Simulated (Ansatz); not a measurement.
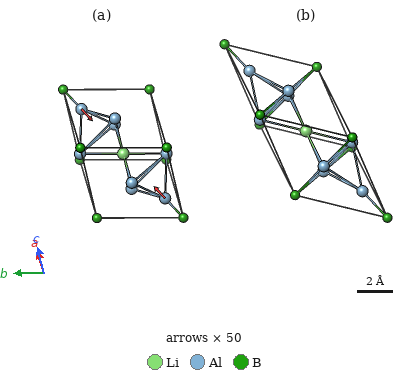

The structure of solid LiAl$_{5}$B (a generated structure, set up in R-3m) (coarse preliminary run) before (left) and after (right) a relaxation, at one scale. The red arrows give the displacements (the part carried along by the change of the cell is left out), magnified 50 times.

Style: ball-and-stick. Shown: the cell of the calculation, from a free direction.

All numbers below come from DFT PBE, scalar-relativistic, plane waves, PAW in Ansatz 0.2.0.

Input file:
```yaml
crystal:
  lattice:
    - [3.17315669, 1.83202287, 3.39425523]
    - [-3.17315669, 1.83202287, 3.39425523]
    - [0.0, -3.66404574, 3.39425523]
  atoms:
    - { symbol: Li, position: [0.5, 0.5, 0.5] }
    - { symbol: Al, position: [0.84826246, 0.84826246, 0.84826246] }
    - { symbol: Al, position: [0.15173754, 0.15173754, 0.15173754] }
    - { symbol: Al, position: [0.5, 0.5, 0.0] }
    - { symbol: Al, position: [0.0, 0.5, 0.5] }
    - { symbol: Al, position: [0.5, 0.0, 0.5] }
    - { symbol: B, position: [0.0, 0.0, 0.0] }
basis:
  ecutwfc: 420
kpoints:
  mp_grid: { grid: [6, 6, 6] }
hamiltonian:
  xc: pbe
scf:
  occupations: { method: gaussian, width: 0.1 }
  lower_state_search: "off"
output:
  forces: true
  stress: true
  eigenvalues: true
relax:
  adjacent_minimum: "off"
  f_tol: 0.04
  max_steps: 70
  cell: { stress_tol: 0.4 }
```

Run as
```bash
ansatz run input.yaml --threads 1 --pin off --max-ram 2560MiB --backend cpu --events-out ev --progress --plain --runs-dir out
```

**What changed between the two?**

The largest moves relative to the cell, 0.020 Å, are those of Al2 and Al3. Al2 goes along [−1 −1 −1]. Li and B stay in place. Cell: a = b = c 4.995 → 5.490 Å (+9.9 %), α 78.9° → 56.6°, β 78.9° → 56.6°, γ 78.9° → 56.6°. Volume −9.0 %. Near-neighbour distances that change, for instance: Li1–Al2 3.667 → 3.009 Å, Al4–Al5 3.173 → 2.601 Å, Al4–B7 3.173 → 2.601 Å, Al2–B7 1.545 → 2.112 Å. Bond angles that change, for instance: Li1–Al5–Al2 88.1° → 115.7°, Li1–Al5–Al3 91.9° → 64.3°, Al4–Li1–Al5 101.1° → 123.4°. The space group stays R-3m (No. 166). The energy falls by 1316 meV per atom in 11 accepted moves (13 points after the start). Largest force component: 15 eV/Å at the start, 0.0017 eV/Å at the end. The pressure goes from 24.47 to 0.08 GPa. At 2 points the geometry stayed and the basis and grid were re-selected for the new cell (energy shift of 14.5 meV per atom at most each time).
